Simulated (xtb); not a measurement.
C$_{2}$H$_{5}$BrClSi: frequency calculation (part 1 of 2)

The run: frequency calculation of C$_{2}$H$_{5}$BrClSi, multiplicity 2. Method and program: GFN2-xTB (xtb 6.7.1).

The geometry was optimised with GFN2-xTB.

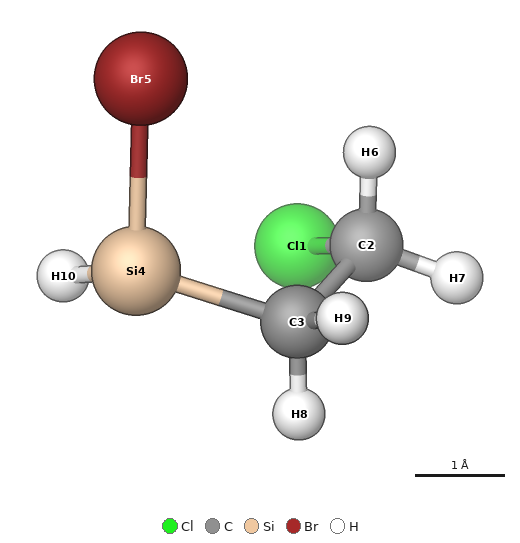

Fig. 1: The structure (ball-and-stick view, seen at a tilt; atoms are numbered from 1 in the order of the input). Bond lengths as drawn: Br–Si 2.25 Å, C–C 1.52 Å, C–Cl 1.79 Å, C–H 1.09 Å, C–Si 1.91 Å and H–Si 1.45 Å.

Results in brief:

```csv
quantity,value
outcome,converged
electrons treated,31
total energy,−17.179618 hartree
dispersion energy,−0.008711 hartree
basis functions,43
zero-point energy,0.064674 hartree
dipole moment,4.62 D
"wavenumbers, lowest and highest",25 and 2994 cm⁻¹
hardware,"1 thread of Intel Xeon @ 2.50GHz (Skylake/Cascade Lake), 189 GiB of memory available, shared host"
wall time,4.2 s
peak memory,0.073 GiB
```

The record of the run, not the program, notes: no spin polarisation: high-spin states lie too high.

Input (coord):
```
$coord
      3.634472460970     -0.861545037478     -1.479542172015  cl
      1.702964491729     -0.377775149574      1.251924660303  c
     -1.016880524922     -1.091808165764      0.697800268779  c
     -2.369017361615      0.786711882943     -2.065999777531  si
     -1.929334784198      4.894485149087     -1.095077391959  br
      1.878973582977      1.613164706287      1.757161836983  h
      2.504113882264     -1.538388243535      2.755995477415  h
     -1.127467297735     -3.104687741931      0.271837103027  h
     -2.122880533882     -0.767115423031      2.410591336356  h
     -1.154925018326      0.446976920258     -4.504672444099  h
$end
```

File xcontrol:
```
$symmetry
   desy=0.3
$end
```

Command:
```bash
xtb --input xcontrol --hess --gfn 2 -u 1 -- coord > run.log
```

What the program printed:
```
* xtb version 6.7.1
   ID    Z sym.   atoms
    1   17 cl     1
    2    6 c      2, 3
    3   14 si     4
    4   35 br     5
    5    1 h      6-10

           -------------------------------------------------
          |                Calculation Setup                |
           -------------------------------------------------

          program call               : xtb --input xcontrol --hess --gfn 2 -u 1 -- coord
          coordinate file            : coord
          omp threads                :                     1

           -------------------------------------------------
          |                 G F N 2 - x T B                 |
           -------------------------------------------------

      * Hamiltonian:
        H0-scaling (s, p, d)           1.850000    2.230000    2.230000
        zeta-weighting                 0.500000
      * Dispersion:
        s8                             2.700000
        a1                             0.520000
        a2                             5.000000
        s9                             5.000000
      * Repulsion:
        kExp                           1.500000    1.000000
        rExp                           1.000000
      * Coulomb:
        alpha                          2.000000
        third order                    shell-resolved
        anisotropic                    true
        a3                             3.000000
        a5                             4.000000
        cn-shift                       1.200000
        cn-exp                         4.000000
        max-rad                        5.000000

          ...................................................
          :                      SETUP                      :
          :.................................................:
          :  # basis functions                  43          :
          :  # atomic orbitals                  40          :
          :  # shells                           18          :
          :  # electrons                        31          :
          :  max. iterations                   250          :
          :  Hamiltonian                  GFN2-xTB          :
          :  restarted?                      false          :
          :  GBSA solvation                  false          :
          :  PC potential                    false          :
          :  electronic temp.          300.0000000     K    :
          :  accuracy                    1.0000000          :
          :  -> integral cutoff          0.2500000E+02      :
          :  -> integral neglect         0.1000000E-07      :
          :  -> SCF convergence          0.1000000E-05 Eh   :
          :  -> wf. convergence          0.1000000E-03 e    :
          :  Broyden damping             0.4000000          :
          :  net charge                          0          :
          :  unpaired electrons                  1          :
          ...................................................

 iter      E             dE          RMSdq      gap      omega  full diag
   1    -17.2405875 -0.172406E+02  0.596E+00    2.96       0.0  T
   2    -17.2859661 -0.453786E-01  0.293E+00    3.02       1.0  T
   3    -17.2888918 -0.292564E-02  0.198E+00    3.07       1.0  T
   4    -17.2898249 -0.933132E-03  0.885E-01    3.14       1.0  T
   5    -17.2909450 -0.112011E-02  0.625E-01    3.14       1.0  T
   6    -17.2915330 -0.587974E-03  0.425E-01    3.13       1.0  T
   7    -17.2916450 -0.112028E-03  0.413E-01    3.13       1.0  T
   8    -17.2919003 -0.255345E-03  0.150E-01    3.13       1.0  T
   9    -17.2919304 -0.300602E-04  0.524E-02    3.13       1.0  T
  10    -17.2919346 -0.423337E-05  0.269E-02    3.13       1.2  T
  11    -17.2919362 -0.160189E-05  0.979E-03    3.13       3.2  T
  12    -17.2919363 -0.553474E-07  0.776E-03    3.13       4.1  T
  13    -17.2919365 -0.160604E-06  0.395E-03    3.13       8.0  T
  14    -17.2919365 -0.604897E-07  0.136E-03    3.13      23.3  T
  15    -17.2919365  0.457021E-10  0.102E-03    3.13      31.1  T
  16    -17.2919365 -0.348249E-08  0.174E-04    3.13     181.3  T
  17    -17.2919365 -0.544418E-10  0.495E-05    3.13     638.4  T

   *** convergence criteria satisfied after 17 iterations ***

         #    Occupation            Energy/Eh            Energy/eV
      -------------------------------------------------------------
         1        2.0000           -1.0629690             -28.9249
       ...           ...                  ...                  ...
        10        2.0000           -0.4525781             -12.3153
        11        2.0000           -0.4411992             -12.0056
        12        2.0000           -0.4273947             -11.6300
        13        2.0000           -0.4241645             -11.5421
        14        2.0000           -0.4226094             -11.4998
        15        2.0000           -0.4165385             -11.3346
        16        1.0000           -0.3204589              -8.7201 (HOMO)
        17                         -0.2054315              -5.5901 (LUMO)
        18                         -0.1862521              -5.0682
        19                         -0.1719695              -4.6795
        20                         -0.1420199              -3.8646
        21                         -0.0826135              -2.2480
       ...                                ...                  ...
        40                          0.8771115              23.8674
      -------------------------------------------------------------
                  HL-Gap            0.1150274 Eh            3.1301 eV
             Fermi-level           -0.3157219 Eh           -8.5912 eV

 SCC (total)                   0 d,  0 h,  0 min,  0.100 sec
 SCC setup                      ...        0 min,  0.000 sec (  0.189%)
 Dispersion                     ...        0 min,  0.000 sec (  0.081%)
 classical contributions        ...        0 min,  0.000 sec (  0.027%)
 integral evaluation            ...        0 min,  0.008 sec (  8.148%)
 iterations                     ...        0 min,  0.056 sec ( 55.744%)
 molecular gradient             ...        0 min,  0.036 sec ( 35.451%)
 printout                       ...        0 min,  0.000 sec (  0.324%)

         :::::::::::::::::::::::::::::::::::::::::::::::::::::
         ::                     SUMMARY                     ::
         :::::::::::::::::::::::::::::::::::::::::::::::::::::
         :: total energy             -17.179618038135 Eh    ::
         :: gradient norm              0.000022480624 Eh/a0 ::
         :: HOMO-LUMO gap              3.130055379659 eV    ::
         ::.................................................::
         :: SCC energy               -17.291927291101 Eh    ::
         :: -> isotropic ES            0.020887790429 Eh    ::
         :: -> anisotropic ES         -0.002894892639 Eh    ::
         :: -> anisotropic XC         -0.004485502812 Eh    ::
         :: -> dispersion             -0.008710632200 Eh    ::
         :: repulsion energy           0.112309252966 Eh    ::
         :: add. restraining           0.000000000000 Eh    ::
         :: total charge               0.000000000000 e     ::
         :::::::::::::::::::::::::::::::::::::::::::::::::::::

           -------------------------------------------------
          |                Numerical Hessian                |
           -------------------------------------------------
step length          :   0.00500
SCC accuracy         :   0.30000
Hessian scale factor :   1.00000
frozen atoms in %    :   0.00000    0
RMS gradient         :   0.00002
estimated CPU  time      0.02 min

writing file <hessian>.

 projected vibrational frequencies (cm⁻¹)
eigval :       -0.00    -0.00    -0.00     0.00     0.00     0.00
eigval :       25.46   113.40   120.41   239.93   361.02   386.36
eigval :      528.21   575.15   654.08   690.41   794.70   926.34
eigval :     1037.51  1102.10  1155.54  1261.17  1280.46  1449.20
eigval :     1459.18  2330.34  2963.13  2964.62  2976.08  2993.86
           -------------------------------------------------
          |                Property Printout                |
           -------------------------------------------------

    * Orbital Energies and Occupations
```
